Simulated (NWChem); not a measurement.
# doublet HCl+ at 6 levels

Aim: a comparison of 6 runs (U-wB97X/def2-TZVPPD, UBHLYP/def2-TZVPPD, UCAM-B3LYP/def2-TZVPPD, UTPSS/def2-TZVPPD, UMP3/def2-TZVPPD, UCCSD(T)/def2-TZVPPD) of doublet HCl+. 

The results are computed with NWChem 7.3.0.

### Step 1. Starting point

HCl+: 2 atoms, total charge +1, spin state doublet. SMILES of the parent species: `Cl`. The shape is that of a PBE0-D4/def2-TZVP optimisation. That shape belongs to the parent species and isn't relaxed for this state.

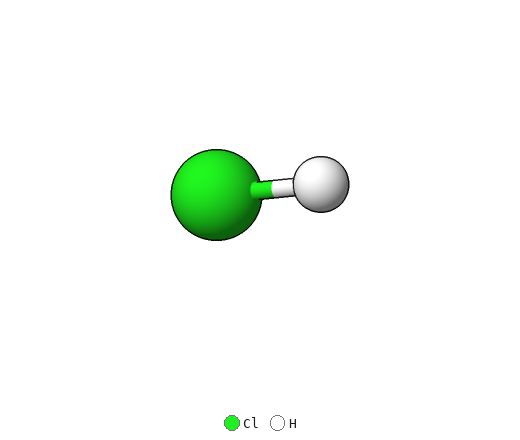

The structure, seen from a chosen angle (chlorine green, hydrogen white).

### Step 2. A single-point energy at U-wB97X/def2-TZVPPD (run 1)

Contents of run.xyz:

```xyz
2

Cl     0.546000    -0.178500     0.280800
H     -0.546000     0.178500    -0.280800
```

Contents of run.nw:

```
start run
memory 2200 mb
charge 1

geometry noautosym nocenter noautoz
  load format xyz run.xyz
end

basis spherical bse
  * library def2-TZVPPD
end

dft
  xc wb97x
  mult 2
  grid xfine
  convergence energy 1e-08
  maxiter 100
  mulliken
  print low
end

task dft energy
```

Started as:

```bash
$ nwchem run.nw > run.out
```

Log:

```text
[...]
 d= 0,ls=0.0,diis     1   -460.1584730543 -4.67D+02  9.30D-03  1.81D+00     2.0
[...]
 d= 0,ls=0.0,diis     8   -460.3490997070 -5.34D-09  3.07D-07  9.30D-10    14.9
[...]
         Total DFT energy =     -460.349099707027
      One electron energy =     -642.465424487927
           Coulomb energy =      203.360873768650
    Exchange-Corr. energy =      -28.279326447071
 Nuclear repulsion energy =        7.034777459321
[...]
      Total Density - Mulliken Population Analysis
     ---------------------------------------------
    Atom       Charge   Shell Charges
 -----------   ------   -------------------------------------------------------
    1 Cl  17    16.40   2.01  0.44  1.52  1.22  0.79  0.02  4.18  1.67  1.10  2.58  0.82 -0.00  0.00  0.01  0.02  0.00  0.00
    2 H    1     0.60   0.22  0.40 -0.04  0.01  0.05 -0.03  0.00
[...]
      <S2> =      0.7538 (Exact =     0.7500)
[...]
```

Wall time 16 s (1 thread of Intel Xeon Platinum 8488C (Sapphire Rapids), shared host); peak memory 0.11 GiB.

### Step 3. The energy at UBHLYP/def2-TZVPPD (run 2)

Contents of calc.nw:

```
start calc
title "ClH"
memory 2200 mb
charge 1
geometry units angstroms noautosym nocenter noautoz
  Cl       0.546000      -0.178500       0.280800
  H       -0.546000       0.178500      -0.280800
end
basis spherical bse
  * library def2-TZVPPD
end
dft
  xc bhlyp
  mult 2
  grid xfine
  convergence energy 1e-08
  iterations 100
  mulliken
  noprint "final vectors analysis"
end
task dft
```

Started as:

```bash
$ nwchem calc.nw > calc.out
```

Log:

```text
[...]
          Wavefunction type:  spin polarized.
          No. of atoms     :     2
          No. of electrons :    17
[...]
          Charge           :     1
          Spin multiplicity:     2
[...]
          AO basis - number of functions:    68
[...]
              XC Information
              --------------
                        BHLYP Method XC Functional
                     Hartree-Fock (Exact) Exchange  0.500
                        Slater Exchange Functional  0.500 local
                    Becke 1988 Exchange Functional  0.500 non-local
              Lee-Yang-Parr Correlation Functional  1.000
[...]
 d= 0,ls=0.0,diis     1   -460.1676555286 -4.67D+02  9.19D-03  1.71D+00     1.0
[...]
 d= 0,ls=0.0,diis     8   -460.3558736330 -6.37D-09  4.69D-07  1.18D-09     6.9
[...]
         Total DFT energy =     -460.355873633039
      One electron energy =     -642.432705937167
           Coulomb energy =      203.331425695422
    Exchange-Corr. energy =      -28.289370850615
 Nuclear repulsion energy =        7.034777459321
[...]
      Total Density - Mulliken Population Analysis
     ---------------------------------------------
    Atom       Charge   Shell Charges
 -----------   ------   -------------------------------------------------------
    1 Cl  17    16.39   2.01  0.44  1.52  1.23  0.77  0.01  4.18  1.68  1.09  2.55  0.86 -0.00  0.00  0.02  0.02  0.00  0.00
    2 H    1     0.61   0.21  0.39 -0.03  0.01  0.05 -0.03  0.00
[...]
      <S2> =      0.7554 (Exact =     0.7500)
[...]
```

Run time: 7.5 s. Hardware: 1 thread of Intel Xeon Platinum 8488C (Sapphire Rapids), shared host; peak memory 0.11 GiB.

Runs 3 to 5 aren't shown in full; the table further down has their settings and results.

### Step 4. A single-point energy at UCCSD(T)/def2-TZVPPD (run 6)

Contents of geom.nw:

```
start geom
memory total 2200 mb
charge 1

geometry units angstrom noautosym nocenter noautoz
 Cl    0.546000   -0.178500    0.280800
 H    -0.546000    0.178500   -0.280800
end

basis spherical bse
 * library def2-TZVPPD
end

scf
 nopen 1
 uhf
 thresh 1e-08
 maxiter 80
 print medium
end

tce
 scf
 ccsd(t)
 freeze core 5
 maxiter 60
end

task tce
```

Started as:

```bash
$ nwchem geom.nw > geom.out
```

Log:

```text
[...]
  functions       =    68
[...]
  wavefunction    = UHF
[...]
         Total SCF energy =   -459.676441020093
      One electron energy =   -642.244781226747
      Two electron energy =    175.533562747333
 Nuclear repulsion energy =      7.034777459321
                       Sz =      0.5000
                 Sz(Sz+1) =      0.7500
                      S^2 =      0.7619
[...]
         Wavefunction type : Unrestricted Hartree-Fock
          No. of electrons :    17
[...]
         Spin multiplicity : doublet
[...]
 CCSD total energy / hartree       =      -459.863714892534404
[...]
 CCSD[T] total energy / hartree       =      -459.869771550314056
[...]
 CCSD(T) total energy / hartree       =      -459.869700974416901
[...]
```

Run time: 18 s. Hardware: 1 thread of Intel Xeon Platinum 8488C (Sapphire Rapids), shared host; peak memory 0.63 GiB.

### Step 5. Overview of the runs

```
run                   level  integration grid  iteration cap  energy (Eh)   ⟨S²⟩  wall time
  1     U-wB97X/def2-TZVPPD             xfine            100  -460.349100  0.754       16 s
  2      UBHLYP/def2-TZVPPD             xfine            100  -460.355874  0.755      7.5 s
  3  UCAM-B3LYP/def2-TZVPPD             xfine            100  -460.364173  0.754       14 s
  4       UTPSS/def2-TZVPPD             xfine            100  -460.373799  0.754       11 s
  5        UMP3/def2-TZVPPD                 –             80  -459.861195  0.762       13 s
  6    UCCSD(T)/def2-TZVPPD                 –             80  -459.869701  0.762       18 s
```

### Step 6. Summary of results

```
                                                         quantity          value
                                              run 6: total energy  -459.86970 Eh
run 6: HOMO energy (Hartree–Fock orbitals) (highest over α and β)      -23.04 eV
 run 6: LUMO energy (Hartree–Fock orbitals) (lowest over α and β)      -10.29 eV
               run 6: correlation energy (5 core orbitals frozen)     -193.3 mEh
                                            run 6: (T) correction      -5.99 mEh
                         run 6: ⟨S²⟩ of the reference determinant          0.762
```

What this shows: Totals of different functionals can't be ranked against each other. All runs together took 78 s, the longest 18 s.
